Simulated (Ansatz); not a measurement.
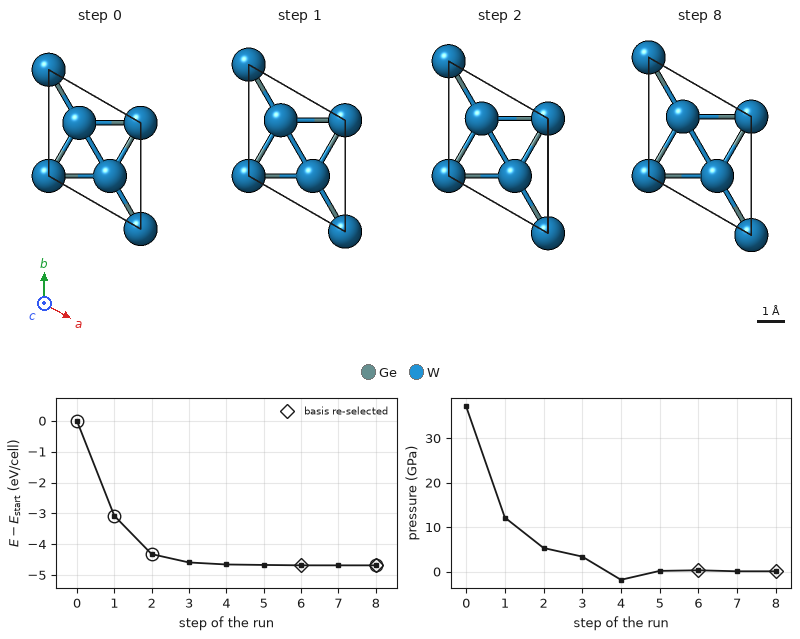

Frames of a relaxation of crystalline GeW₄ (a generated structure, set up in P6/mmm) (coarse preliminary run), marked on the history of the run. A ball-and-stick model of the cell of the calculation, seen along the c axis.

These are results of DFT PBE, scalar-relativistic, plane waves, PAW (Ansatz 0.2.0), not measurements.

The input:
```yaml
crystal:
  lattice:
    - [3.99160805, 0.0, 0.0]
    - [-1.99580403, 3.45683398, 0.0]
    - [0.0, 0.0, 7.89807522]
  atoms:
    - { symbol: Ge, position: [0.0, 0.0, 0.5] }
    - { symbol: W, position: [0.33333333, 0.66666667, 0.5] }
    - { symbol: W, position: [0.66666667, 0.33333333, 0.5] }
    - { symbol: W, position: [0.0, 0.0, 0.13614296] }
    - { symbol: W, position: [0.0, 0.0, 0.86385704] }
basis:
  ecutwfc: 420
kpoints:
  mp_grid: { grid: [6, 6, 2] }
hamiltonian:
  xc: pbe
scf:
  occupations: { method: gaussian, width: 0.1 }
  lower_state_search: "off"
output:
  forces: true
  stress: true
  eigenvalues: true
relax:
  adjacent_minimum: "off"
  f_tol: 0.04
  max_steps: 70
  cell: { stress_tol: 0.4 }
```

Command:
```bash
ansatz run input.yaml --threads 1 --pin off --max-ram 2560MiB --backend cpu --events-out ev --progress --plain --runs-dir out
```

Question: Describe the path.

Answer: After 6 accepted moves (8 points after the start) the energy has fallen by 4.686 eV per cell of the calculation. Largest force component: 3.7 eV/Å at the start, 0.03 eV/Å at the end. Pressure: 37.17 GPa at the start and 0.09 GPa at the end. The SCF was repeated twice at an unchanged geometry on a basis and grid sized afresh for the cell, which shifted the energy by 12.3 meV per cell of the calculation at most. The largest moves relative to the cell, 0.12 Å, are those of W4 and W5. W4 goes along +c. Ge stays in place. Cell: a = b 3.992 → 4.456 Å (+11.6 %), c 7.898 → 7.149 Å (−9.5 %). Volume +12.8 %. Among the contacts that change: Ge1–W4 2.874 → 2.480 Å, Ge1–W2 2.305 → 2.572 Å, W2–W3 2.305 → 2.572 Å, W4–W5 2.151 → 2.190 Å. The space group stays P6/mmm (No. 191). From step 0 to 1: W atoms move most (0.07 Å), volume +8.4 %, energy −3.078 eV per cell of the calculation. From step 1 to 2: W atoms move most (0.05 Å), volume +0.9 %, energy −1.243 eV per cell of the calculation. From step 2 to 8: volume +3.1 %, energy −0.365 eV per cell of the calculation.

```
step  E − E(0), meV/atom  largest force component, eV/Å  pressure, GPa  volume, Å³/atom                      note
   0                0.00                         3.7214          37.17           21.796                          
   1             -615.53                         0.6461          12.18           23.638                          
   2             -864.21                         0.3087           5.34           23.839                          
   3             -918.40                         0.7673           3.40           23.730                          
   4             -931.51                         0.3757          -1.82           24.849                          
   5             -934.56                         0.0354           0.18           24.518                          
   6             -937.03                         0.0394           0.32           24.518  same geometry, new basis
   7             -937.17                         0.0300           0.09           24.581                          
   8             -937.19                         0.0297           0.09           24.581  same geometry, new basis
```

Limits of the set-up: the k-point mesh is coarse for a cell with partly filled bands.
